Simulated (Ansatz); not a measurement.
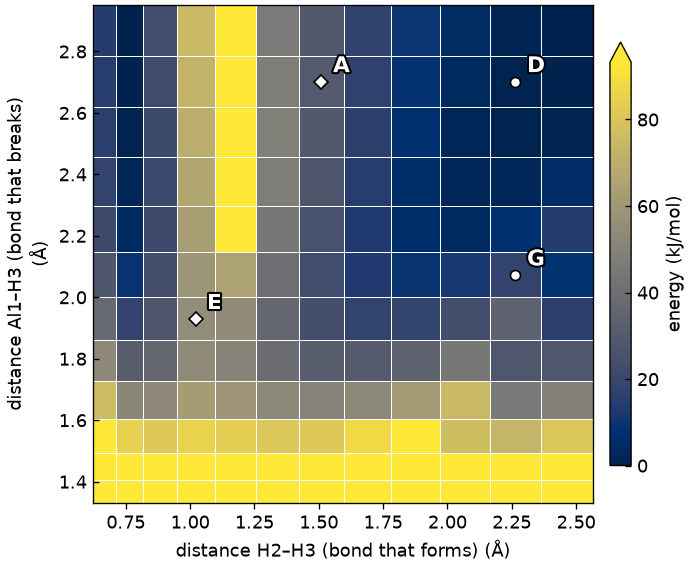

The reacting system AlH3 (fragments AlH₃ where the first distance is long, AlH + H₂ where the second is long). 
- Coordinates scanned: (1) distance H2–H3 (bond that forms); (2) distance Al1–H3 (bond that breaks).
- Relaxed at each point: all other coordinates.
- The scan uses a 12 × 12 grid.
- Points are written as (first, second).
- Energies: kJ/mol, counted from the lowest grid point.
- Energies and slopes of some neighbouring points disagree (a jump in structure or state, or too coarse a mesh). The reference is spin-restricted, so regions where a bond is pulled apart into radicals lie too high.
- Computed with RKS wB97X-V/def2-TZVP (Ansatz 0.2.0).

Drawn: one coloured cell a grid point, one colour for all values above the top of the scale, lettered points.

### Is E the lowest point of the computed grid?

No. E lies 55 kJ/mol above the lowest grid point, which is at (2.466 Å, 2.700 Å).

### Rank the lettered points by energy, lowest first.

D (0.7 kJ/mol), G (17 kJ/mol), A (30 kJ/mol), E (55 kJ/mol).
